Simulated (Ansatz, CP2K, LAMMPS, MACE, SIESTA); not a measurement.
## Glassy B2O3 (330 atoms): runs against a plane-wave reference

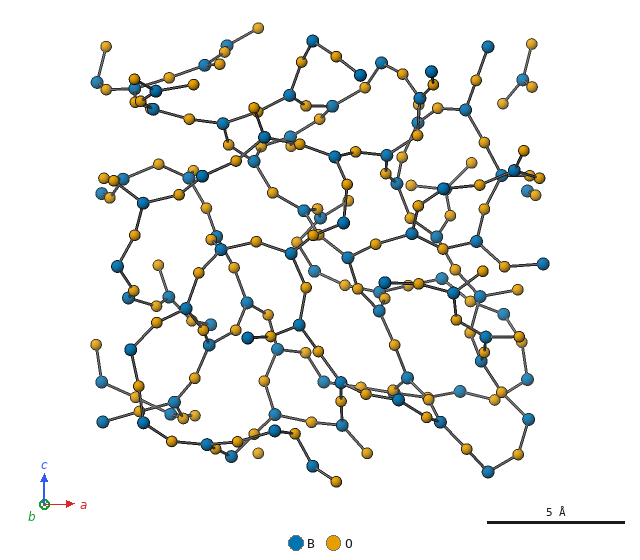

The cell (boron blue, oxygen orange). Drawn is a slice 9 Å thick, seen along the normal of the ac plane. Bonds to atoms that aren't drawn are left out.

Density of this cell: 2.00 g/cm³. The cell holds 330 atoms: 132 B and 198 O. Cell: a = 15.628 Å, b = 15.628 Å, c = 15.628 Å, α = 90.0°, β = 90.0°, γ = 90.0°. 330 atoms (132 B, 198 O) placed at random at 1.93 g/cm³, melted at 3000 K for 20 ps at fixed volume with the Buckingham and Coulomb pair potential of Guillot and Sator (Geochim. Cosmochim. Acta 71, 1249 (2007)) with the boron terms of Wang et al. (J. Non-Cryst. Solids 498, 294 (2018)). Quenched from 3000 K to 300 K at 100 K/ps and fixed volume, held 10 ps at zero pressure.

Geometry: as built.

The reference, a calculation:

| Property | Result |
| --- | --- |
| method | Kohn-Sham DFT, PBE, PAW, plane waves (Ansatz 0.2.0); cutoff 420 eV, Γ point, fermi-dirac smearing of 0.05 eV; PAW set soft_2 |
| r.m.s. force component | 0.8612 eV/Å |
| longest force | 3.652 eV/Å |
| gap (highest filled to lowest empty level) | 4.664 eV |
| SCF cycles | 9 |
| time | 49 s on 16 threads of Arm Neoverse V2, shared host |
| CPU time | 12 min |

Runs, in no order:
A. MACE MP-0b2 small potential: machine-learned interatomic potential MACE MP-0b2 small, trained on PBE(+U) plane-wave data
B. CP2K PBE, DZVP-MOLOPT-SR, 450/40 Ry, OT DIIS: Kohn-Sham DFT, PBE, GTH-PBE pseudopotentials, Gaussian and plane waves, DZVP-MOLOPT-SR-GTH, orbital transformation
C. CP2K PBE, SZV-MOLOPT-SR, 450/40 Ry, OT DIIS: Kohn-Sham DFT, PBE, GTH-PBE pseudopotentials, Gaussian and plane waves, SZV-MOLOPT-SR-GTH, orbital transformation

**Question.** Rank the runs by how far their forces lie from the reference's, least first.

B, A, C.

```
                                            run  Δ force, r.m.s. (meV/Å)  share of r.m.s. force (%)  CPU time
B. CP2K PBE, DZVP-MOLOPT-SR, 450/40 Ry, OT DIIS                      102                       11.9    30 min
                 A. MACE MP-0b2 small potential                      145                       16.8     9.3 s
 C. CP2K PBE, SZV-MOLOPT-SR, 450/40 Ry, OT DIIS                      601                       69.8    11 min
```

The network of bonds at the start is that of the classical potential that made the cell, and needn't be the one that DFT or experiment would give. The electronic-structure runs sample only Γ, in a cell whose shortest periodic width is 16 Å.

[Logs are printed without paths, hosts, clocks, repeated set-up lines and the standing remarks that a program may print on its own settings, such as how far it seeks lower states.]

[Hosts, paths, dates, database ids (printed as entryN), source tags and the programs' standing remarks are cut or masked in the printed files.]
